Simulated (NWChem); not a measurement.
**CH6N+ (methanamine, conjugate acid): levels of theory compared**

Aim: a comparison of 6 runs (HF/def2-TZVP, B3LYP/cc-pVDZ, B3LYP/6-31G*, PBE0/pcseg-2, MP2/pcseg-1) of CH6N+ (methanamine, conjugate acid). 

The results are computed with NWChem 7.3.0.

## (1) Starting point

CH6N+: 8 atoms, total charge +1, spin state singlet. SMILES: `C[NH3+]`. The coordinates come from a PBE0-D4/def2-TZVP relaxation.

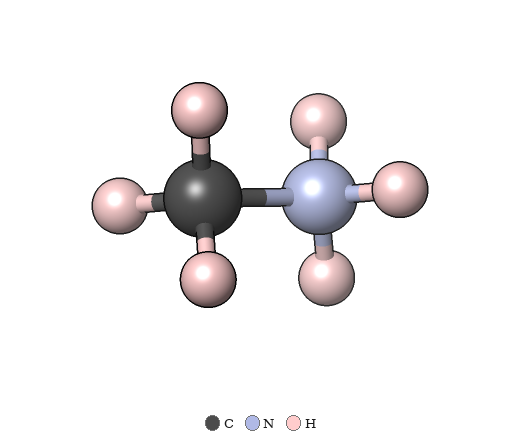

The structure, seen from a chosen angle (carbon dark grey, nitrogen light blue, hydrogen pink).

## (2) Energy and gradient at HF/def2-TZVP (run 1)

ch6n.nw

```
start ch6n
memory stack 880 mb heap 220 mb global 1100 mb
charge 1

geometry units angstrom noautosym nocenter noautoz
C       -0.225100       0.293000      -0.663400
N        0.218700      -0.284600       0.644500
H       -0.041000      -0.440800      -1.444600
H       -1.286800       0.519400      -0.597800
H        0.345600       1.199300      -0.851500
H        0.065500       0.371300       1.413900
H        1.214900      -0.515300       0.632300
H       -0.291800      -1.142300       0.866700
end

basis spherical bse
C library def2-TZVP
N library def2-TZVP
H library def2-TZVP
end

scf
thresh 1e-08
maxiter 80
end

task scf gradient
```

Started as:

```console
$ nwchem ch6n.nw > ch6n.out
```

What it wrote:

```text
[...]
  functions       =    98
[...]
  wavefunction    = RHF
[...]
         Total SCF energy =    -95.617211800560
      One-electron energy =   -218.138037178809
      Two-electron energy =     74.553303611985
 Nuclear repulsion energy =     47.967521766264
        Time for solution =     14.1s
[...]
                         RHF ENERGY GRADIENTS
    atom               coordinates                        gradient
                 x          y          z           x          y          z
   1 C      -0.425377   0.553690  -1.253644    0.002930  -0.003643   0.008356
   2 N       0.413283  -0.537816   1.217928   -0.004339   0.005550  -0.012567
   3 H      -0.077479  -0.832991  -2.729898    0.000960  -0.004293  -0.005247
   4 H      -2.431699   0.981524  -1.129678   -0.006704   0.001585  -0.000060
   5 H       0.653089   2.266348  -1.609102    0.003313   0.005715  -0.001606
   6 H       0.123777   0.701655   2.671884   -0.001878   0.007892   0.008985
   7 H       2.295828  -0.973776   1.194874    0.011856  -0.002675  -0.000326
   8 H      -0.551422  -2.158634   1.637826   -0.006139  -0.010131   0.002466
[...]
```

It took 19 s on 1 thread of Intel Xeon Platinum 8488C (Sapphire Rapids), shared host; peak memory 0.12 GiB.

## (3) Energy and gradient at B3LYP/cc-pVDZ (run 2)

run.py

```python
from ase import Atoms
from ase.calculators.nwchem import NWChem

molecule = Atoms(['C', 'N', 'H', 'H', 'H', 'H', 'H', 'H'], positions=[
    [-0.225100, 0.293000, -0.663400],
    [0.218700, -0.284600, 0.644500],
    [-0.041000, -0.440800, -1.444600],
    [-1.286800, 0.519400, -0.597800],
    [0.345600, 1.199300, -0.851500],
    [0.065500, 0.371300, 1.413900],
    [1.214900, -0.515300, 0.632300],
    [-0.291800, -1.142300, 0.866700],
])

calc = NWChem(
    label='calc',
    theory='dft',
    memory='2200 mb',
    basis='cc-pVDZ',
    basispar='spherical bse',
    charge=1,
    dft={'xc': 'b3lyp', 'mult': '1', 'grid': 'xfine', 'convergence': 'energy 1e-08', 'iterations': '100', 'mulliken': None, 'print': 'low'},
)
molecule.calc = calc

forces = molecule.get_forces()
e = molecule.get_potential_energy()
print(f"E = {e:.6f} eV")
print("forces (eV/A):")
for s, f in zip(molecule.symbols, forces):
    print(f"{s:2s} {f[0]:10.5f} {f[1]:10.5f} {f[2]:10.5f}")
```

Started as:

```console
$ export ASE_NWCHEM_COMMAND="nwchem PREFIX.nwi > PREFIX.nwo"
$ python run.py
```

What it wrote:

```text
E = -2618.234556 eV
forces (eV/A):
C    -0.02077    0.01867   -0.04731
N    -0.04885    0.06824   -0.15468
H     0.05631   -0.22353   -0.23999
H    -0.32247    0.06988    0.01872
H     0.17530    0.27968   -0.05924
H    -0.02612    0.17242    0.29552
H     0.32123   -0.09693    0.05780
H    -0.13462   -0.28843    0.12912
```

The calculator wrote calc.nwi:

```
title "calc"

permanent_dir calc

scratch_dir calc

start calc

geometry units angstrom nocenter noautosym noautoz
  C  -2.2509999999999999e-01 2.9299999999999998e-01 -6.6339999999999999e-01
  N  2.1870000000000001e-01 -2.8460000000000002e-01 6.4449999999999996e-01
  H  -4.1000000000000002e-02 -4.4080000000000003e-01 -1.4446000000000001e+00
  H  -1.2867999999999999e+00 5.1939999999999997e-01 -5.9780000000000000e-01
  H  3.4560000000000002e-01 1.1993000000000000e+00 -8.5150000000000003e-01
  H  6.5500000000000003e-02 3.7130000000000002e-01 1.4138999999999999e+00
  H  1.2149000000000001e+00 -5.1529999999999998e-01 6.3229999999999997e-01
  H  -2.9180000000000000e-01 -1.1423000000000001e+00 8.6670000000000003e-01
end

charge 1

memory 2200 mb

basis spherical bse noprint
   * library cc-pVDZ
end

dft
  xc b3lyp
  mult 1
  grid xfine
  convergence energy 1e-08
  iterations 100
  mulliken
  print low
end

task dft gradient
```

calc.nwo:

```text
Northwest Computational Chemistry Package (NWChem) 7.3.0
             --------------------------------------------------------

           Job information
           ---------------

    nwchem branch   = 7.3.0
    use scalapack   = T
    input           = calc.nwi
    prefix          = calc.
    data base       = calc/calc.db
    status          = startup
    nproc           =        1

           Memory information
           ------------------

    heap     =     72089598 doubles =      550.0 Mbytes
    stack    =     72089595 doubles =      550.0 Mbytes
    global   =    144179200 doubles =     1100.0 Mbytes (distinct from heap & stack)
    total    =    288358393 doubles =     2200.0 Mbytes
    verify   = yes
    hardfail = no

[... 37 lines left out ...]
            Nuclear Dipole moment (a.u.)
[... 77 lines left out ...]
   convergence    iter        energy       DeltaE   RMS-Dens  Diis-err    time
[... 7 lines left out ...]
         Total DFT energy =      -96.218346022920
      One electron energy =     -218.255455111138
           Coulomb energy =       88.391022603617
    Exchange-Corr. energy =      -14.321435281663
 Nuclear repulsion energy =       47.967521766264
[... 21 lines left out ...]
    Atom       Charge   Shell Charges
 -----------   ------   -------------------------------------------------------
    1 C    6     5.97   1.88  0.56  0.38  1.87  1.12  0.16
    2 N    7     6.62   1.89  0.63  0.42  2.21  1.39  0.07
    3 H    1     0.94   0.62  0.24  0.08
[... 4 lines of this table left out ...]
    8 H    1     0.87   0.57  0.17  0.13

                         DFT ENERGY GRADIENTS

    atom               coordinates                        gradient
                 x          y          z           x          y          z
   1 C      -0.425377   0.553690  -1.253644    0.000404  -0.000363   0.000920
   2 N       0.413283  -0.537816   1.217928    0.000950  -0.001327   0.003008
   3 H      -0.077479  -0.832991  -2.729898   -0.001095   0.004347   0.004667
[... 4 lines of this table left out ...]
   8 H      -0.551422  -2.158634   1.637826    0.002618   0.005609  -0.002511

 Task  times  cpu:       19.7s     wall:       19.7s
 Total times  cpu:       19.7s     wall:       19.7s
```

Wall time 21 s (1 thread of Intel Xeon Platinum 8488C (Sapphire Rapids), shared host); peak memory 0.13 GiB.

Run 3 isn't shown in full; the table further down has it.

## (4) Energy and forces at B3LYP/6-31G(d) (Cartesian functions) (run 4)

struct.nw

```
START struct
memory 2200 mb
charge 1

GEOMETRY noautosym nocenter noautoz
  C       -0.225100       0.293000      -0.663400
  N        0.218700      -0.284600       0.644500
  H       -0.041000      -0.440800      -1.444600
  H       -1.286800       0.519400      -0.597800
  H        0.345600       1.199300      -0.851500
  H        0.065500       0.371300       1.413900
  H        1.214900      -0.515300       0.632300
  H       -0.291800      -1.142300       0.866700
END

BASIS cartesian
  * library 6-31G*
END

DFT
  xc b3lyp
  grid xfine
  convergence energy 1e-08
  maxiter 100
  mulliken
  noprint "final vectors analysis"
END

TASK dft gradient
```

Started as:

```console
$ nwchem struct.nw > struct.out
```

What it wrote:

```text
[...]
          Wavefunction type:  closed shell.
          No. of atoms     :     8
          No. of electrons :    18
[...]
          Charge           :     1
          Spin multiplicity:     1
[...]
          AO basis - number of functions:    42
[...]
              XC Information
              --------------
                         B3LYP Method XC Potential
                     Hartree-Fock (Exact) Exchange  0.200
                        Slater Exchange Functional  0.800 local
                    Becke 1988 Exchange Functional  0.720 non-local
              Lee-Yang-Parr Correlation Functional  0.810
                  VWN I RPA Correlation Functional  0.190 local
[...]
 d= 0,ls=0.0,diis     1    -96.1148146356 -1.44D+02  2.24D-02  1.14D+00     1.8
[...]
 d= 0,ls=0.0,diis     7    -96.2145901064 -9.18D-09  3.55D-07  9.89D-10     9.7
         Total DFT energy =      -96.214590106351
      One electron energy =     -218.221434654332
           Coulomb energy =       88.343246486082
    Exchange-Corr. energy =      -14.303923704365
 Nuclear repulsion energy =       47.967521766264
[...]
      Total Density - Mulliken Population Analysis
     ---------------------------------------------
    Atom       Charge   Shell Charges
 -----------   ------   -------------------------------------------------------
    1 C    6     6.38   1.99  0.69  2.11  0.66  0.90  0.04
    2 N    7     7.72   1.99  0.79  2.59  0.83  1.47  0.05
    3 H    1     0.74   0.52  0.23
    4 H    1     0.74   0.52  0.23
    5 H    1     0.74   0.52  0.23
    6 H    1     0.56   0.48  0.08
    7 H    1     0.56   0.48  0.08
    8 H    1     0.56   0.48  0.08
[...]
  wavefunction    = closed shell
                         DFT ENERGY GRADIENTS
    atom               coordinates                        gradient
                 x          y          z           x          y          z
   1 C      -0.425377   0.553690  -1.253644    0.002465  -0.003045   0.006994
   2 N       0.413283  -0.537816   1.217928   -0.000906   0.001086  -0.002457
   3 H      -0.077479  -0.832991  -2.729898   -0.000262   0.001135   0.001421
   4 H      -2.431699   0.981524  -1.129678    0.001740  -0.000437   0.000036
   5 H       0.653089   2.266348  -1.609102   -0.000910  -0.001587   0.000460
   6 H       0.123777   0.701655   2.671884    0.000411  -0.002485  -0.004051
   7 H       2.295828  -0.973776   1.194874   -0.004478   0.001314  -0.000698
   8 H      -0.551422  -2.158634   1.637826    0.001940   0.004019  -0.001703
[...]
```

Wall time 13 s (1 thread of Intel Xeon Platinum 8488C (Sapphire Rapids), shared host); peak memory 0.13 GiB.

Run 5 isn't shown in full; the table further down has it.

## (5) Energy and gradient at MP2/pcseg-1 (run 6)

mymol.nw

```
start mymol
title "CH6N gradient"
memory 2200 mb
charge 1

geometry noautosym nocenter noautoz
  C       -0.225100       0.293000      -0.663400
  N        0.218700      -0.284600       0.644500
  H       -0.041000      -0.440800      -1.444600
  H       -1.286800       0.519400      -0.597800
  H        0.345600       1.199300      -0.851500
  H        0.065500       0.371300       1.413900
  H        1.214900      -0.515300       0.632300
  H       -0.291800      -1.142300       0.866700
end

basis spherical bse
  C library pcseg-1
  N library pcseg-1
  H library pcseg-1
end

scf
  nopen 0
  rhf
  thresh 1e-08
  maxiter 80
end

mp2
  freeze core 2
  tight
end

task mp2 gradient
```

Started as:

```console
$ nwchem mymol.nw > mymol.out
```

What it wrote:

```text
[...]
  functions       =    58
[...]
  wavefunction    = RHF
[...]
         Total SCF energy =    -95.552361308837
      One-electron energy =   -217.974532271276
      Two-electron energy =     74.454649196175
 Nuclear repulsion energy =     47.967521766264
        Time for solution =      2.2s
[...]
          Total MP2 energy           -95.877408654340
[...]
                         mp2 ENERGY GRADIENTS
    atom               coordinates                        gradient
                 x          y          z           x          y          z
   1 C      -0.425377   0.553690  -1.253644    0.001390  -0.001636   0.003811
   2 N       0.413283  -0.537816   1.217928    0.001536  -0.002095   0.004746
   3 H      -0.077479  -0.832991  -2.729898   -0.000366   0.000691  -0.000436
   4 H      -2.431699   0.981524  -1.129678    0.000175   0.000243  -0.000828
   5 H       0.653089   2.266348  -1.609102   -0.000563  -0.000111  -0.000702
   6 H       0.123777   0.701655   2.671884    0.000029  -0.001353  -0.003483
   7 H       2.295828  -0.973776   1.194874   -0.003263   0.001213  -0.001214
   8 H      -0.551422  -2.158634   1.637826    0.001062   0.003049  -0.001894
[...]
```

Run time: 6.3 s. Hardware: 1 thread of Intel Xeon Platinum 8488C (Sapphire Rapids), shared host; peak memory 0.12 GiB.

## (6) The series

| run | level | iteration cap | module | energy (Eh) | largest force (eV/Å) | wall time |
| --- | --- | --- | --- | --- | --- | --- |
| 1 | HF/def2-TZVP | 80 | scf | -95.617212 | 0.741 | 19 s |
| 2 | B3LYP/cc-pVDZ | 100 | dft | -96.218346 | 0.343 | 21 s |
| 3 | B3LYP/6-31G* (spherical functions) | 100 | dft | -96.212792 | 0.408 | 12 s |
| 4 | B3LYP/6-31G* (Cartesian functions) | 100 | dft | -96.214590 | 0.412 | 13 s |
| 5 | PBE0/pcseg-2 | 100 | dft | -96.136878 | 0.062 | 44 s |
| 6 | MP2/pcseg-1 | 80 | mp2 | -95.877409 | 0.278 | 6.3 s |

## (7) Results

| quantity | value |
| --- | --- |
| run 6: total energy | -95.87741 Eh |
| run 6: HOMO energy (Hartree–Fock orbitals) | -21.35 eV |
| run 6: LUMO energy (Hartree–Fock orbitals) | -2.20 eV |
| run 6: HOMO–LUMO gap (Hartree–Fock orbitals) | 19.15 eV |
| run 6: correlation energy (2 core orbitals frozen) | -325.0 mEh |
| run 6: largest force on an atom | 0.278 eV/Å |

Totals of different functionals can't be ranked against each other. All runs together took 1.9 min, the longest 44 s.
